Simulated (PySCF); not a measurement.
Sn(OH)(OMe)2(NH2), SMILES C[O][Sn]([NH2])([OH])[O]C, singlet at its GFN2-xTB optimised geometry (Å):

```
16

C     -1.2348    -1.4781    -2.8600
O     -1.1790    -1.9681    -1.5448
Sn    -0.4600    -0.9573     0.0000
N      1.5643    -0.9573     0.0000
O     -1.1569     0.8594     0.0000
O     -1.1925    -1.7417     1.6288
C     -1.0211    -3.0831     2.0267
H     -1.8504    -2.1889    -3.4138
H     -0.2453    -1.4334    -3.3215
H     -1.6983    -0.4913    -2.9195
H      1.9299    -0.9690    -0.9480
H      1.9064    -0.1042     0.4334
H     -1.9299     0.9690     0.5572
H     -1.4656    -3.7782     1.3146
H     -1.5401    -3.1692     2.9824
H      0.0303    -3.3341     2.1678
```

Level of theory: CAM-B3LYP/def2-TZVP, def2 effective core potentials past Kr run with PySCF. The core electrons that the potentials of Sn replace are not part of the density. Cells within 0.4 Å of a nucleus heavier than hydrogen are left out (blank, or x).

Map of the deformation density (molecule minus spherical neutral atoms) (e/bohr³) on the plane z = 0.0 Å:

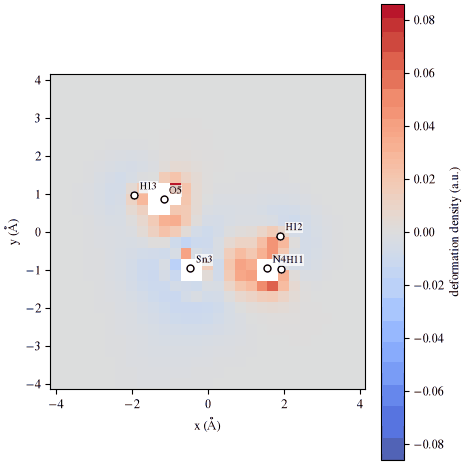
*Deformation density (molecule minus spherical neutral atoms) (e/bohr³) on the plane z = 0.0 Å.*
